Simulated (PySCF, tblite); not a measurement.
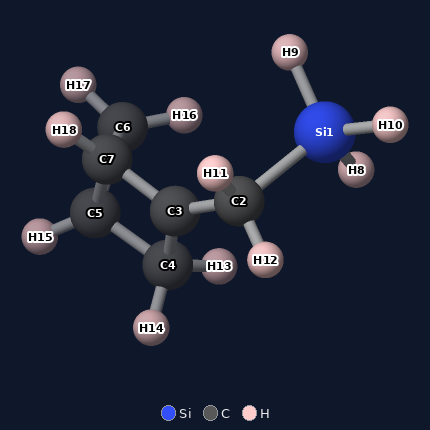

First-order isotropic EPR spectrum (fast tumbling, first derivative) of C₆H₁₁Si, SMILES [SiH3]C[C]1C[C@@H]2C[C@H]12, doublet at 9.50 GHz, Lorentzian lines of 0.05 mT full width at half height, from computed g and hyperfine couplings (B3LYP/pcH-1, PySCF, at a GFN2-xTB geometry (a minimum by its frequencies), gas phase); values of one conformer, averaged over methyl-type rotors alone; other conformers aren't averaged in; no vibrational averaging; dilute isotopes left out. The SMILES is one Lewis form and needn't show where the spin sits.

> Give g and the hyperfine couplings.

g_iso = 2.0028, which centres the spectrum at 338.9 mT; it spans 10.3 mT.

```csv
nuclei,isotope,a (mT),a (MHz)
H14,¹H,3.30,92.4
H13,¹H,1.92,53.9
H12,¹H,1.53,42.9
H11,¹H,1.33,37.4
H18,¹H,1.03,28.8
H17,¹H,0.29,8.0
"H8, H9, H10",¹H,0.20,5.5
H16,¹H,−0.19,−5.4
H15,¹H,−0.09,−2.6
```

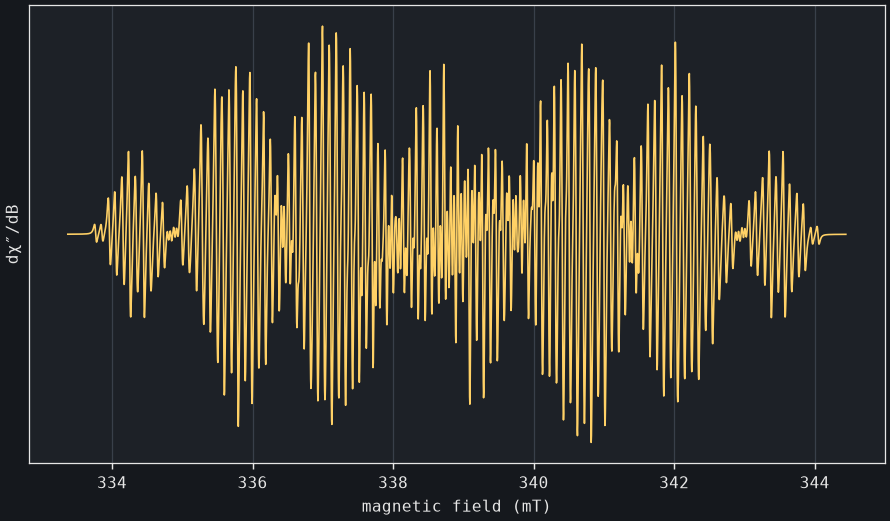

Note: the tight-binding geometry is rougher than a DFT one and adds to the error.
